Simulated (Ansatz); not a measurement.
**H₃S+ (triplet): one geometry, many settings at distance S1–H3 = 1.360 Å**

What do other methods and options give for H₃S+ (triplet) at this geometry, and how long do they take?

The runs use Ansatz 0.2.0, Gaussian basis; the settings change from run to run.

23 further runs of the same task are left out: 1 for a mislabelled method, 16 that didn't finish, 6 set aside as unsound or not needed.

## (1) The geometry

The geometry derives from a PBE0/def2-TZVP stationary point (not a proven minimum). One bond is set to the value named and the two fragments are kept rigid.

4 atoms, charge 1, spin multiplicity 3.

Atoms are counted from 1 here; the program's logs count them from 0.

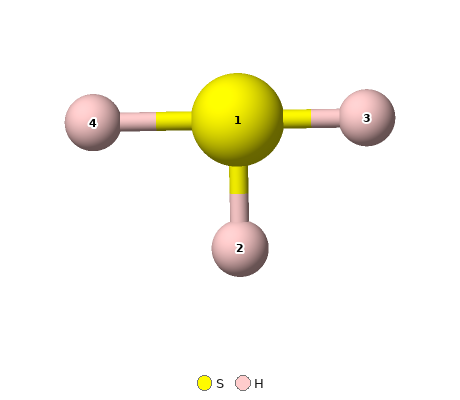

The geometry (sulfur yellow, hydrogen pink); atoms are numbered from 1 in the order of the file.

## (2) MP2 on UHF/cc-pVDZ

in.yaml reads:

```yaml
crystal:
  periodic: [false, false, false]
  atoms:
    - {symbol: S, position_ang: [0.000000, -0.039098, 0.004600]}
    - {symbol: H, position_ang: [0.000000, 1.318382, 0.004600]}
    - {symbol: H, position_ang: [0.000000, -0.037388, 1.364599]}
    - {symbol: H, position_ang: [0.000000, -0.037187, -1.515527]}
basis:
  gaussian: {orbitals: cc-pVDZ}
total_charge: 1
magnetization: {spin_polarized: true, initial_magnetization: 2}
correlation: {method: mp2, electrons: outside_noble_gas}
```

Started as:

```console
$ ansatz run in.yaml --threads 1 --pin off --events-out ev --progress --plain --max-ram 2393MiB
```

What it wrote:

```text
Functional definition: HF
  name "HF"
  cite "Fock, Z. Phys. 61, 126 (1930) doi:10.1007/BF01340294"
  parent pbe
  exchange = exact_x
  correlation = 0
323 factors; integrals over basis functions are off by at most 1.5e-3 eV
mean field evaluation 1: about -10851.5245 eV, gradient 8.4e0 eV
mean field evaluation 2: about -10851.5590 eV, gradient 8.4e0 eV
mean field evaluation 4: about -10852.2882 eV, gradient 1.1e0 eV
mean field evaluation 8: about -10852.3104 eV, gradient 9.0e-4 eV
mean field -10852.31040325 eV, -398.8150513592 hartree, gradient 4.4e-6 eV, S^2 2.034573; 0 other end points of the search recorded, 0 dependent functions left out
5 core orbitals not correlated: weight in the atoms' cores, before any rotation towards them, 1.000 or more for the frozen orbitals, at most 0.000 for the correlated occupied ones
reference -10852.31040325 eV, -398.8150513592 hartree; 5, 3 occupied and 23, 25 virtual orbitals, 323 factors
second order -3.37996550 eV of doubles, -0.00000000 eV of singles
Total energy: -10855.69036875 eV, -398.9392628004 hartree
```

Wall time 1.1 s (1 thread of AMD EPYC, shared host).

From the report: ⟨S²⟩ of the determinant 2.035 (pure triplet: 2.00).

## (3) CCSD(T) on ROHF/6-31G

Edit in.yaml of step 2 so:

```diff
@@ -8,5 +8,7 @@
 basis:
-  gaussian: {orbitals: cc-pVDZ}
+  gaussian: {orbitals: 6-31G}
 total_charge: 1
-magnetization: {spin_polarized: true, initial_magnetization: 2}
-correlation: {method: mp2, electrons: outside_noble_gas}
+magnetization: {spin_polarized: false, initial_magnetization: 2}
+hamiltonian: {pseudopotentials: {relativity: scalar}}
+correlation: {method: ccsd_t, electrons: valence}
+scf: {lower_state_search: full}
```

Same command.

What it wrote (excerpt; [...] marks lines left out):

```text
Functional definition: HF
  name "HF"
  cite "Fock, Z. Phys. 61, 126 (1930) doi:10.1007/BF01340294"
  parent pbe
[...]
236 factors; integrals over basis functions are off by at most 3.0e-4 eV
[...]
mean field -10875.52715926 eV, -399.6682514057 hartree, gradient 2.2e-6 eV, S^2 2.000000; 4 other end points of the search recorded, 0 dependent functions left out
5 core orbitals not correlated: weight in the atoms' cores, before any rotation towards them, 1.000 or more for the frozen orbitals, at most 0.000 for the correlated occupied ones
reference -10875.52715926 eV, -399.6682514057 hartree; 5, 3 occupied and 9, 11 virtual orbitals, 236 factors
second order -1.44325344 eV of doubles, -0.10401420 eV of singles
cycle   1  -1.89758881 eV  change   -3.5e-1 eV  update   5.2e-2
[...]
cycle   9  -2.09571203 eV  change   -4.3e-6 eV  update   5.9e-6
perturbative correction -0.01908909 eV, -0.0007015109 hartree
Total energy: -10877.64196037 eV, -399.7459689132 hartree
Relativity: scalar
```

Wall time 2.2 s (1 thread of AMD EPYC, shared host).

From the report: correlation -2.1148 eV; T1 0.025; largest double amplitude 0.10.

## (4) CCSDT(Q)/B on ROHF/cc-pVDZ

Edit in.yaml of step 3 so:

```diff
@@ -8,7 +8,5 @@
 basis:
-  gaussian: {orbitals: 6-31G}
+  gaussian: {orbitals: cc-pVDZ}
 total_charge: 1
 magnetization: {spin_polarized: false, initial_magnetization: 2}
-hamiltonian: {pseudopotentials: {relativity: scalar}}
-correlation: {method: ccsd_t, electrons: valence}
-scf: {lower_state_search: full}
+correlation: {method: ccsdt_q_b, electrons: outside_noble_gas}
```

The command is unchanged.

What it wrote (excerpt; [...] marks lines left out):

```text
Functional definition: HF
  name "HF"
  cite "Fock, Z. Phys. 61, 126 (1930) doi:10.1007/BF01340294"
  parent pbe
[...]
621 factors; integrals over basis functions are off by at most 2.1e-7 eV
[...]
mean field -10852.00213643 eV, -398.8037227625 hartree, gradient 1.1e-6 eV, S^2 2.000000; 0 other end points of the search recorded, 0 dependent functions left out
5 core orbitals not correlated: weight in the atoms' cores, before any rotation towards them, 1.000 or more for the frozen orbitals, at most 0.000 for the correlated occupied ones
reference -10852.00213643 eV, -398.8037227625 hartree; 5, 3 occupied and 23, 25 virtual orbitals, 621 factors
second order -3.56485416 eV of doubles, -0.16966464 eV of singles
cycle   1  -4.26619459 eV  change   -5.3e-1 eV  update   5.5e-2
[...]
cycle  14  -4.57383797 eV  change    7.2e-7 eV  update   2.3e-7
perturbative correction -0.00401596 eV, -0.0001475836 hartree
Total energy: -10856.57999035 eV, -398.9719557912 hartree
```

Wall time 19 s (1 thread of AMD EPYC, shared host).

From the report: correlation -4.5779 eV; T1 0.023; largest double amplitude 0.07.

## (5) BCCD(T) on ROHF/aug-cc-pVDZ

Edit in.yaml of step 4 so:

```diff
@@ -8,5 +8,8 @@
 basis:
-  gaussian: {orbitals: cc-pVDZ}
+  gaussian: {orbitals: aug-cc-pVDZ, point_charges: [{charge: 1.00, position_ang: [2.789, 0.531, 0.577]}]}
 total_charge: 1
 magnetization: {spin_polarized: false, initial_magnetization: 2}
-correlation: {method: ccsdt_q_b, electrons: outside_noble_gas}
+correlation: {method: bccd_t, electrons: outside_noble_gas}
+accuracy: high
+scf: {lower_state_search: light}
+output: {forces: true}
```

Launched as before.

What it wrote (excerpt; [...] marks lines left out):

```text
Functional definition: HF
  name "HF"
  cite "Fock, Z. Phys. 61, 126 (1930) doi:10.1007/BF01340294"
  parent pbe
[...]
1051 factors; integrals over basis functions are off by at most 3.6e-9 eV
[...]
mean field -10847.47657441 eV, -398.6374114258 hartree, gradient 2.2e-8 eV, S^2 2.000000; 0 other end points of the search recorded, 0 dependent functions left out
5 core orbitals not correlated: weight in the atoms' cores, before any rotation towards them, 1.000 or more for the frozen orbitals, at most 0.000 for the correlated occupied ones
reference -10847.47657441 eV, -398.6374114258 hartree; 5, 3 occupied and 44, 46 virtual orbitals, 1051 factors
second order -3.70288124 eV of doubles, -0.17132467 eV of singles
cycle   1  -4.42924923 eV  change   -5.5e-1 eV  update   5.2e-2
[...]
cycle  25  -4.60630800 eV  change   2.1e-11 eV  update  5.3e-10
perturbative correction -0.11234593 eV, -0.0041286367 hartree
[...]
Total energy: -10852.19522834 eV, -398.8108187593 hartree
Atom 0 at     0.000000    -0.039098     0.004600 Å, force    -0.889114    -0.660484    -1.536465 eV/Å
Atom 1 at     0.000000     1.318382     0.004600 Å, force    -0.266502     0.587545    -0.124095 eV/Å
Atom 2 at     0.000000    -0.037388     1.364599 Å, force    -0.067239    -0.063373     2.727502 eV/Å
Atom 3 at     0.000000    -0.037187    -1.515527 Å, force     0.000671     0.016241    -1.284624 eV/Å
Dipole moment:    -0.239957     0.155722    -0.031021 e Å
```

Wall time 37 s (1 thread of AMD EPYC, shared host); peak memory 0.47 GiB.

From the report: correlation -4.7187 eV; largest double amplitude 0.04.

## (6) CCSDTQ on ROHF/STO-3G

in.yaml reads:

```yaml
crystal:
  periodic: [false, false, false]
  atoms:
    - {symbol: S, position_ang: [0.000000, -0.039098, 0.004600]}
    - {symbol: H, position_ang: [0.000000, 1.318382, 0.004600]}
    - {symbol: H, position_ang: [0.000000, -0.037388, 1.364599]}
    - {symbol: H, position_ang: [0.000000, -0.037187, -1.515527]}
basis:
  gaussian: {orbitals: STO-3G, fitting: {mean_field: def2-universal-jkfit}}
total_charge: 1
magnetization: {spin_polarized: false, initial_magnetization: 2}
correlation: {method: ccsdtq, electrons: outside_noble_gas}
accuracy: high
scf: {lower_state_search: off}
output: {forces: true}
```

The command is unchanged.

What it wrote (excerpt; [...] marks lines left out):

```text
Functional definition: HF
  name "HF"
  cite "Fock, Z. Phys. 61, 126 (1930) doi:10.1007/BF01340294"
  parent pbe
[...]
182 factors; integrals over basis functions are off by at most 8.7e-3 eV
[...]
mean field -10733.74322227 eV, -394.4577878258 hartree, gradient 1.3e-8 eV, S^2 2.000000; 0 other end points of the search recorded, 0 dependent functions left out
5 core orbitals not correlated: weight in the atoms' cores, before any rotation towards them, 1.000 or more for the frozen orbitals, at most 0.000 for the correlated occupied ones
reference -10733.74322227 eV, -394.4577878258 hartree; 5, 3 occupied and 2, 4 virtual orbitals, 182 factors
second order -0.87693894 eV of doubles, -0.10859392 eV of singles
cycle   1  -1.31504443 eV  change   -3.3e-1 eV  update   5.5e-2
[...]
cycle  18  -1.56333059 eV  change   8.9e-12 eV  update  8.8e-10
[...]
Total energy: -10735.30655285 eV, -394.5152391652 hartree
Atom 0 at     0.000000    -0.039098     0.004600 Å, force    -0.000000    -1.503635    -0.590707 eV/Å
Atom 1 at     0.000000     1.318382     0.004600 Å, force    -0.000000     1.197776    -0.140534 eV/Å
Atom 2 at     0.000000    -0.037388     1.364599 Å, force     0.000000     0.095413     3.820174 eV/Å
Atom 3 at     0.000000    -0.037187    -1.515527 Å, force    -0.000000     0.210446    -3.088933 eV/Å
Dipole moment:     0.000000     0.260583     0.109476 e Å
Checks for a lower state left out: starts, cluster_reference, orbital_swaps, neighbouring_geometries, increment
```

Wall time 90 s (1 thread of AMD EPYC, shared host).

From the report: correlation -1.5633 eV; T1 0.028; largest double amplitude 0.11.

## (7) The runs in one table

Where basis and cores are those of an earlier UCCSDT(Q)/cc-pVDZ run (-10856.5803 eV), and the state is the same kind, the miss against it is given.

| level | correlated | functions | energy (eV) | from UCCSDT(Q) (meV) | time |
| --- | --- | --- | --- | --- | --- |
| MP2 on UHF/cc-pVDZ | outside noble gas | 33 | -10855.6904 | 889.9 | 1.1 s |
| CCSD(T) on ROHF/6-31G (relativity set) | valence | 19 | -10877.6420 |  | 2.2 s |
| CCSDT(Q)/B on ROHF/cc-pVDZ | outside noble gas | 33 | -10856.5800 | 0.3 | 19 s |
| BCCD(T) on ROHF/aug-cc-pVDZ (beside a point charge) | outside noble gas | 54 | -10852.1952 |  | 37 s |
| CCSDTQ on ROHF/STO-3G | outside noble gas | 12 | -10735.3066 |  | 90 s |

## (8) Outcome

| quantity | value |
| --- | --- |
| runs | 5 |
| quickest | MP2 on UHF/cc-pVDZ, 1.1 s |
| slowest | CCSDTQ on ROHF/STO-3G, 90 s |

Total energies in different bases, with other cores or another treatment of relativity can't be set against each other. CCSDTQ on ROHF/STO-3G took 81 times as long as MP2 on UHF/cc-pVDZ; the jobs differ in more than the method. Among the correlated runs with a miss given, it spans +0 to +890 meV.
